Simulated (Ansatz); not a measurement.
```cif
data_structure
_symmetry_space_group_name_H-M 'P 1'
_symmetry_Int_Tables_number 1
_cell_length_a 3.9583
_cell_length_b 3.9583
_cell_length_c 25.1868
_cell_angle_alpha 90.000
_cell_angle_beta 90.000
_cell_angle_gamma 120.000
_cell_volume 341.75
loop_
_atom_site_label
_atom_site_type_symbol
_atom_site_fract_x
_atom_site_fract_y
_atom_site_fract_z
_atom_site_occupancy
Ga1 Ga 0.66667 0.33333 0.87638 1
Ga2 Ga 0.00000 0.00000 0.74107 1
Ga3 Ga 0.33333 0.66667 0.12362 1
Ga4 Ga 0.00000 0.00000 0.25893 1
As1 As 0.00000 0.00000 0.59482 1
As2 As 0.33333 0.66667 0.54460 1
As3 As 0.00000 0.00000 0.84372 1
As4 As 0.33333 0.66667 0.70461 1
As5 As 0.66667 0.33333 0.97969 1
As6 As 0.00000 0.00000 0.15628 1
As7 As 0.66667 0.33333 0.29539 1
As8 As 0.33333 0.66667 0.02031 1
As9 As 0.00000 0.00000 0.40518 1
As10 As 0.66667 0.33333 0.45540 1
```

Space group P-3m1; a generated structure, not necessarily the stable one.

These are results of Ansatz 0.2.0, DFT PBE, scalar-relativistic, plane waves, PAW, not measurements.

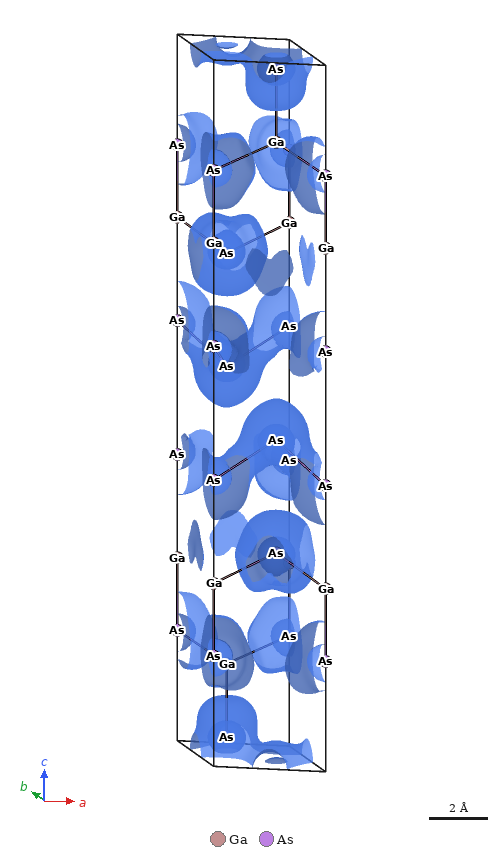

Ga2As5. Isosurface of the ELF at 0.55 (blue), seen slightly off an axis. Only the valence region is drawn (cores and ρ < 0.01 e/Å³ removed). Sticks mark near contacts.

Core electrons are frozen (PAW), and the valence fields are smoothed inside the atomic spheres.

> Identify the bonds, lone pairs and shells in this picture.

At this value the surface marks out four regions on As in which the atom's valence shell and bonds are merged and sheets that run through the cell in two directions, counted in one cell of 14 atoms. Regions shared between cells count once. Profiles from the grid: Ga–As (2.43 Å): the ELF peaks at about 0.75 between the atoms. As–As (2.50 Å): the ELF peaks at about 0.70 between the atoms.
